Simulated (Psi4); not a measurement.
# C2H2ClF (1-chloro-2-fluoroethene): BLYP/aug-cc-pVDZ

Aim: the energy change on altering one bond length of C2H2ClF (1-chloro-2-fluoroethene) at BLYP/aug-cc-pVDZ, from 2 runs. 

Program for the calculation: Psi4 1.11.

10 further runs of the same task are left out: 6 that didn't finish, 4 set aside as unsound or not needed.

**1. The system as given**

C2H2ClF: 6 atoms, total charge 0, spin state singlet. SMILES: `F/C=C/Cl`. The coordinates come from a GFN2-xTB relaxation.

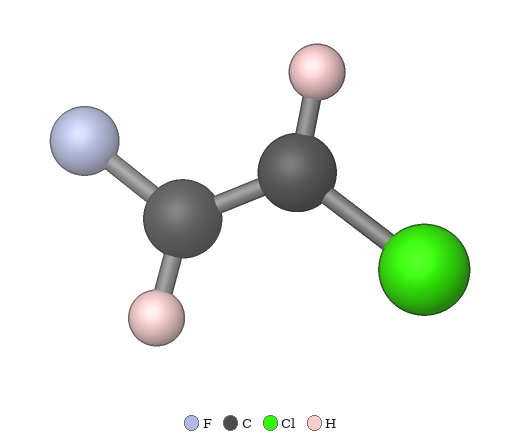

The structure, seen from a chosen angle (fluorine light blue, carbon dark grey, chlorine green, hydrogen pink).

**2. Energy and gradient at BLYP/aug-cc-pVDZ**

The input, c2h2clf.dat:

```
memory 1.6 GB

molecule {
  0 1
  F
  C 1 r2
  C 2 r3 1 a3
  Cl 3 r4 2 a4 1 d4
  H 2 r5 3 a5 4 d5
  H 3 r6 2 a6 5 d6

  r2 = 1.338439
  r3 = 1.321799
  a3 = 120.55612
  r4 = 1.709207
  a4 = 121.59674
  d4 = 179.98186
  r5 = 1.079338
  a5 = 126.54387
  d5 = 0.01245
  r6 = 1.078686
  a6 = 122.84187
  d6 = -179.98865
  units angstrom
  symmetry c1
  no_reorient
  no_com
}

set basis aug-cc-pVDZ
set puream true
set e_convergence 1e-09
set d_convergence 1e-08
set scf_type pk
set dft_radial_points 99
set dft_spherical_points 590

e_tot, wfn = gradient('blyp', return_wfn=True)
oeprop(wfn, 'MULLIKEN_CHARGES', 'MAYER_INDICES', 'WIBERG_LOWDIN_INDICES', title='BLYP')
```

Started as:

```bash
$ psi4 -i c2h2clf.dat -o c2h2clf.out -n 1
```

c2h2clf.out:

```text
[...]
  Running in c1 symmetry.
[...]
  Nuclear repulsion =  140.911166190994351
[...]
  Multiplicity = 1
[...]
  Nalpha       = 20
  Nbeta        = 20
[...]
    Number of basis functions: 114
[...]
   @RKS iter   1:  -637.02453161551671    1.21031e-01   7.27532e-03 DIIS/ADIIS
[...]
   @RKS iter  12:  -637.40344301988887   -5.11591e-12   9.95802e-09 DIIS
[...]
    Orbital Energies [Eh]
    ---------------------
    Doubly Occupied:
       1A   -100.770346     2A    -24.345647     3A    -10.020181
       4A     -9.986960     5A     -9.199466     6A     -7.032492
       7A     -7.021208     8A     -7.020749     9A     -1.142289
      10A     -0.814595    11A     -0.686291    12A     -0.556754
      13A     -0.492487    14A     -0.457925    15A     -0.419336
      16A     -0.395305    17A     -0.341817    18A     -0.330195
      19A     -0.282751    20A     -0.223950
[...]
  @RKS Final Energy:  -637.40344301988887
   => Energetics <=
    Nuclear Repulsion Energy =            140.9111661909943507
    One-Electron Energy =               -1157.6599781611557773
    Two-Electron Energy =                 429.5674827295109708
    DFT Exchange-Correlation Energy =     -50.2221137792384056
    Empirical Dispersion Energy =           0.0000000000000000
    VV10 Nonlocal Energy =                  0.0000000000000000
    Total Energy =                       -637.4034430198888685
[...]
 Multipole Moments:
 ------------------------------------------------------------------------------------
     Multipole            Electronic (a.u.)      Nuclear  (a.u.)        Total (a.u.)
 ------------------------------------------------------------------------------------
 L = 1.  Multiply by 2.5417464519 to convert [e a0] to [Debye]
 Dipole X            :          0.0002817           -0.0002765            0.0000052
 Dipole Y            :          0.0020633            0.0424881            0.0445514
 Dipole Z            :          0.3709632           -0.3594944            0.0114688
 Magnitude           :                                                    0.0460039
[...]
  -Total Gradient:
     Atom            X                  Y                   Z
    ------   -----------------  -----------------  -----------------
       1        0.000015787335     0.000214468426     0.027007715632
       2       -0.000031739590    -0.011430836838    -0.005906325146
       3        0.000011799048     0.009777414335     0.005294770878
       4       -0.000002364284     0.001323539395    -0.025972089868
       5        0.000005475177    -0.010426266328    -0.005865907482
       6        0.000001057303     0.010551444735     0.005450625215
[...]
  Mulliken Charges: (a.u.)
   Center  Symbol    Alpha    Beta     Spin     Total
       1     F     4.67891  4.67891  0.00000 -0.35782
       2     C     2.32925  2.32925  0.00000  1.34151
       3     C     2.90140  2.90140  0.00000  0.19721
       4    CL     8.55946  8.55946  0.00000 -0.11892
       5     H     0.72774  0.72774  0.00000 -0.45547
       6     H     0.80325  0.80325  0.00000 -0.60651
   Total alpha = 20.00000, Total beta = 20.00000, Total charge = -0.00000
  Mayer Bond Indices:
[...]
```

Wall time 30 s (1 thread of Intel Xeon 6975P-C (Granite Rapids), shared host); peak memory 0.73 GiB.

**3. The distorted shape at the same level**

The input, job.json:

```json
{
  "schema_name": "qcschema_input",
  "schema_version": 1,
  "molecule": {
    "schema_name": "qcschema_molecule",
    "schema_version": 2,
    "symbols": ["F", "C", "C", "Cl", "H", "H"],
    "geometry": [6.60866706, -0.25532279, 2.91592867, 4.47316315, -0.30364308, 1.56146747, 2.30604413, 0.40485304, 2.58167391, -3.75796606, 0.31488506, -1.12157135, 4.75966453, -0.95805524, -0.34898895, 2.14880002, 1.0426545, 4.51134885],
    "molecular_charge": 0,
    "molecular_multiplicity": 1,
    "fix_symmetry": "c1",
    "fix_com": true,
    "fix_orientation": true
  },
  "driver": "gradient",
  "model": {
    "method": "blyp",
    "basis": "aug-cc-pVDZ"
  },
  "keywords": {
    "reference": "rks",
    "puream": true,
    "e_convergence": 1e-09,
    "d_convergence": 1e-06,
    "scf_type": "pk",
    "dft_radial_points": 99,
    "dft_spherical_points": 590,
    "level_shift": 0.3,
    "level_shift_cutoff": 1e-09,
    "maxiter": 150,
    "scf_properties": ["MAYER_INDICES", "QUADRUPOLE", "DIPOLE"]
  }
}
```

Started as:

```bash
$ psi4 --qcschema job.json -n 1 --memory 1600MB
```

stdout:

```text
[...]
  Running in c1 symmetry.
[...]
  Nuclear repulsion =  105.240805129896486
[...]
  Multiplicity = 1
[...]
  Nalpha       = 20
  Nbeta        = 20
[...]
    Number of basis functions: 114
[...]
   @RKS iter   1:  -636.29257375181021    3.85154e-01   8.55411e-03 DIIS/ADIIS/SHIFT
[...]
   @RKS iter 110:  -637.24750271759763   -9.51104e-10   7.36653e-07 DIIS/SHIFT
[...]
    Orbital Energies [Eh]
    ---------------------
    Doubly Occupied:
       1A   -100.743856     2A    -24.390085     3A    -10.066683
       4A    -10.035546     5A     -9.168731     6A     -7.004185
       7A     -6.990287     8A     -6.990254     9A     -1.183591
      10A     -0.750308    11A     -0.695247    12A     -0.592880
      13A     -0.524982    14A     -0.475836    15A     -0.456731
      16A     -0.377753    17A     -0.287694    18A     -0.282762
      19A     -0.253069    20A     -0.252760
[...]
  @RKS Final Energy:  -637.24750271759763
   => Energetics <=
    Nuclear Repulsion Energy =            105.2408051298964864
    One-Electron Energy =               -1086.1652341200970113
    Two-Electron Energy =                 393.7037421182590151
    DFT Exchange-Correlation Energy =     -50.0268158456561309
    Empirical Dispersion Energy =           0.0000000000000000
    VV10 Nonlocal Energy =                  0.0000000000000000
    Total Energy =                       -637.2475027175976265
[...]
 Multipole Moments:
 ------------------------------------------------------------------------------------
     Multipole            Electronic (a.u.)      Nuclear  (a.u.)        Total (a.u.)
 ------------------------------------------------------------------------------------
 L = 1.  Multiply by 2.5417464519 to convert [e a0] to [Debye]
 Dipole X            :        -41.7746733           43.1762887            1.4016155
 Dipole Y            :         -3.8070362            3.7469999           -0.0600363
 Dipole Z            :        -35.5975774           36.1978533            0.6002758
 Magnitude           :                                                    1.5259297
 L = 2.  Multiply by 1.3450342976 to convert [e a0^2] to [Debye ang]
 Quadrupole XX       :       -836.0606678          812.3834908          -23.6771770
 Quadrupole XY       :         40.0038857          -40.1700370           -0.1661513
[...]
  -Total Gradient:
     Atom            X                  Y                   Z
    ------   -----------------  -----------------  -----------------
       1       -0.018827446442    -0.002406253241    -0.018231040849
       2        0.026756991307     0.005477925784     0.032489014569
       3       -0.019550758229     0.001286715418    -0.006951502206
       4       -0.013015816079    -0.000095787490    -0.007642746065
       5       -0.001552153017     0.004100634693     0.012056148453
       6        0.026189900021    -0.008361678190    -0.011714679007
[...]
```

The result, in JSON:

```text
{
 "driver": "gradient",
 "model": {
  "method": "blyp",
  "basis": "aug-cc-pVDZ"
 },
 "success": true,
 "return_result": [-0.018827446442131912, -0.0024062532409678886, -0.018231040849249425, 0.026756991307104676, 0.005477925783672628, 0.03248901456870498, -0.019550758229480214, 0.0012867154179312217, -0.006951502205762072, -0.013015816079362488, -9.578749027230678e-05, -0.007642746065295605, -0.0015521530172193272, 0.004100634693314981, 0.012056148453263277, 0.02618990002105348, -0.008361678190337757, -0.011714679007497286],
 "properties": {
  "calcinfo_nbasis": 114,
  "calcinfo_nmo": 114,
  "calcinfo_nalpha": 20,
  "calcinfo_nbeta": 20,
  "calcinfo_natom": 6,
  "nuclear_repulsion_energy": 105.24080512989649,
  "return_energy": -637.2475027175976,
  "return_gradient": [-0.018827446442131912, -0.0024062532409678886, -0.018231040849249425, 0.026756991307104676, 0.005477925783672628, 0.03248901456870498, -0.019550758229480214, 0.0012867154179312217, -0.006951502205762072, -0.013015816079362488, -9.578749027230678e-05, -0.007642746065295605, -0.0015521530172193272, 0.004100634693314981, 0.012056148453263277, 0.02618990002105348, -0.008361678190337757, -0.011714679007497286],
  "scf_one_electron_energy": -1086.165234120097,
  "scf_two_electron_energy": 393.703742118259,
  "scf_xc_energy": -50.02681584565613,
  "scf_dipole_moment": [1.401615476429889, -0.06003625296532755, 0.6002758227233826],
  "scf_total_energy": -637.2475027175976,
  "scf_total_gradient": [-0.018827446442131912, -0.0024062532409678886, -0.018231040849249425, 0.026756991307104676, 0.005477925783672628, 0.03248901456870498, -0.019550758229480214, 0.0012867154179312217, -0.006951502205762072, -0.013015816079362488, -9.578749027230678e-05, -0.007642746065295605, -0.0015521530172193272, 0.004100634693314981, 0.012056148453263277, 0.02618990002105348, -0.008361678190337757, -0.011714679007497286],
  "scf_iterations": 110
 }
}
```

Run time: 1.8 min. Hardware: 1 thread of Intel Xeon 6975P-C (Granite Rapids), shared host; peak memory 0.73 GiB.

**4. Outcome**

Level: BLYP/aug-cc-pVDZ.

| quantity | value |
| --- | --- |
| first shape: total energy | -637.40344 Eh |
| first shape: dipole moment | 0.12 D |
| first shape: HOMO energy | -6.09 eV |
| first shape: LUMO energy | -1.20 eV |
| first shape: HOMO–LUMO gap | 4.89 eV |
| first shape: largest force on an atom | 1.389 eV/Å |
| distorted shape: total energy | -637.24750 Eh |
| distorted shape: dipole moment | 3.88 D |
| distorted shape: HOMO energy | -6.88 eV |
| distorted shape: largest force on an atom | 2.183 eV/Å |
| energy change with the C3–Cl4 bond stretched from 1.709 to 3.760 Å | 4.243 eV |

What this shows: One bond (distorted shape) is far stretched, which a spin-restricted single reference describes badly; a broken-symmetry solution may lie lower. With the C3–Cl4 bond stretched from 1.709 to 3.760 Å the energy rises by 4.24 eV (98 kcal/mol). The first shape isn't relaxed at this level, so the change isn't measured from a minimum. A restricted reference can't describe the breaking bond well at this length. The largest force (first shape) is 1.39 eV/Å: the shape isn't a stationary point for this species at this level. Mulliken charges (first shape) run from -0.61 on H6 to +1.34 on C2; in a basis this large or diffuse they mean little.
